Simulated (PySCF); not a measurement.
Vertical excitations of a molecule C2H5NOSi from TDDFT-PBE/def2-SVPD (PySCF 2.14.0), as energy in eV (oscillator strength): 6.46 (0.001), 6.56 (0.003), 6.84 (0.000), 7.19 (0.000), 7.26 (0.005), 7.31 (0.004), 7.35 (0.002), 7.37 (0.005), 7.38 (0.001), 7.64 (0.048). Lowest triplet (TDA): 6.09 eV. Coordinates come from a B3LYP-D3(BJ)/def2-SVP optimisation. The values are those of a single conformer.

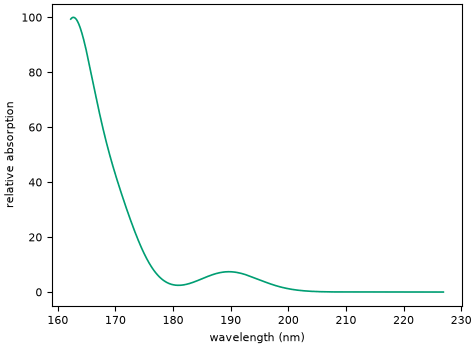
Figure: The lines broadened by 0.4 eV.

**Question.** Identify the compound among the candidates.
A. CC1=N[SiH2]O1
B. C#C[Si@H](N)O
C. N#CC[SiH2]O
D. C1=NCO[SiH2]1

**Answer.** C, N#CC[SiH2]O
